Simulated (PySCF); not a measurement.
**CH₄ClGe, doublet, SMILES `Cl[CH2][GeH2]`: what the electrons do**

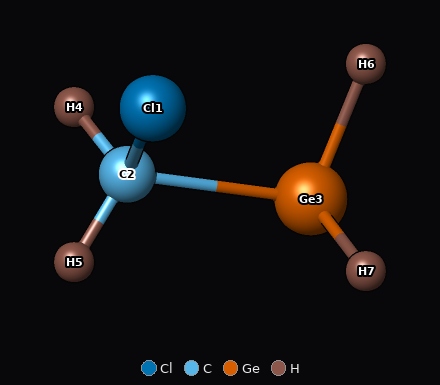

The molecule, with its atoms numbered as below. No frequency check shows the geometry to be a minimum.

Geometry (Å), atoms numbered from 1:

```
Cl1      1.8070    0.3276   -0.0000
C2       0.6624   -1.0035   -0.0001
Ge3     -1.0833    0.0503    0.0000
H4       0.8181   -1.6037    0.8912
H5       0.8181   -1.6040   -0.8907
H6      -0.8321    1.0259    1.1903
H7      -0.8322    1.0255   -1.1905
```

## 1. Bonding charge

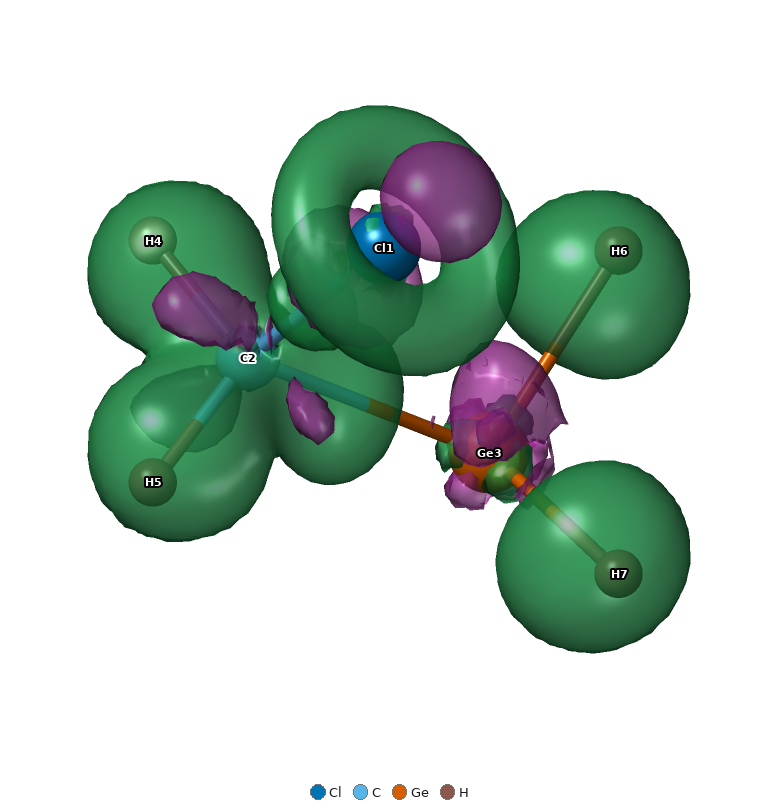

Deformation density (molecule less spherical, spin-averaged free atoms at the same positions), surfaces at ±0.08 e/Å³; green: gain, purple: loss.

Level of theory: ωB97X/def2-SVPD (PySCF), at a geometry from GFN2-xTB. The stability of the open-shell solution wasn't checked. GFN2-xTB doesn't know the spin state, so this open-shell geometry is rough.

**How much density has each bond gained at its critical point, relative to the free atoms?**

C2–H5: +0.75 e/Å³ at the bond critical point (bond length 1.08 Å). C2–H4: +0.75 e/Å³ at the bond critical point (bond length 1.09 Å). Ge3–H7 and Ge3–H6: +0.23 e/Å³ at the bond critical point (bond length 1.56 Å). Cl1–C2: +0.16 e/Å³ at the bond critical point (bond length 1.75 Å). C2–Ge3: +0.15 e/Å³ at the bond critical point (bond length 2.04 Å). In all, 1.6 electrons gather in the regions of gain relative to the promolecule.

**Where do the Hirshfeld charges lie?**

The highest Hirshfeld charge is on Ge3 (+0.22 e), the lowest on C2 (−0.12 e).

```csv
atom,charge (e)
Cl1,−0.04
C2,−0.12
Ge3,+0.22
H4,+0.05
H5,+0.05
H6,−0.08
H7,−0.08
```

## 2. Bond critical points

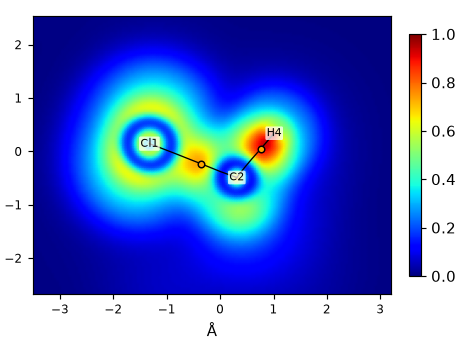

Localised orbital locator (LOL) in the plane of Cl1, C2 and H4, with bond paths and bond critical points (dots).

**Rank the bonds in the plane by LOL at their critical points.**

C2–H4: about 0.90; Cl1–C2: about 0.72. Values above 0.5 mark slow, localised electrons, as in shared pairs; low values at a critical point mark a polar or closed-shell contact whose critical point lies between the shells.

**Where along C2–H4 does the critical point lie?**

0.70 Å from C2 and 0.39 Å from H4.

## 3. Local ionisation energy

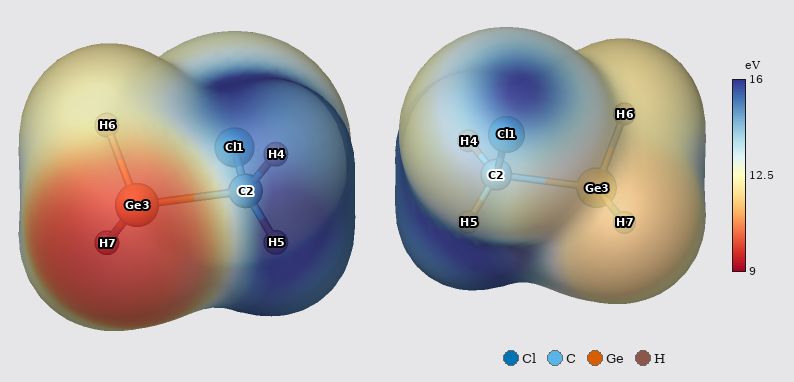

Average local ionisation energy on the surface of electron density 0.001 a.u. (back view left, front view right).

**Locate the minima of the map.**

The lowest value is 9.4 eV, 2.4 Å from Ge3. Further minima include 11.9 eV, 1.5 Å from H6, and at like points elsewhere; 12.5 eV, 2.1 Å from Cl1; 15.0 eV, 1.3 Å from H4, and at like points elsewhere. For comparison, the highest occupied orbital lies at −8.6 eV.

## 4. Spin density

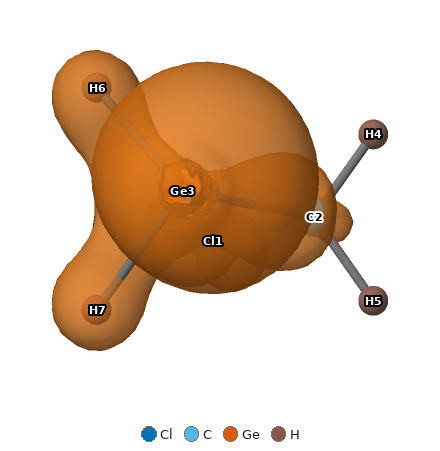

Spin density ρα − ρβ at ±0.03 e/Å³ (orange: excess α, blue: excess β).

**Give the atomic spin populations that go with this picture.**

Hirshfeld spin populations: Ge3 +0.72, Cl1 +0.08, C2 +0.07 and H6 and H7 +0.06. ⟨S²⟩ = 0.75, as for a pure state.

## 5. Removing or adding an electron

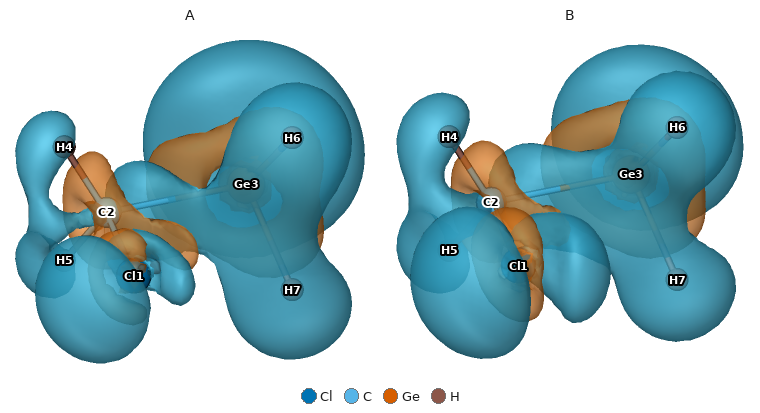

The two Fukui functions at ±0.015 e/Å³ (light blue positive, orange negative).

Computed with PySCF, PBE0/def2-TZVP, geometry: GFN2-xTB. GFN2-xTB doesn't know the spin state, so this open-shell geometry is rough.

**Which panel is f⁻ (electron removed) and which f⁺ (electron added)?**

A is f⁺, B is f⁻. f⁻ (Hirshfeld-condensed) is largest on Ge3 (0.44); the vertical ionisation energy is 8.50 eV (to the singlet cation, which needn't be its lowest state). f⁺ (Hirshfeld-condensed) is largest on Ge3 (0.53); the vertical electron affinity is 1.24 eV (to the singlet anion, which needn't be its lowest state; the anion's highest orbital has positive energy, so this value and f⁺ depend on the basis).
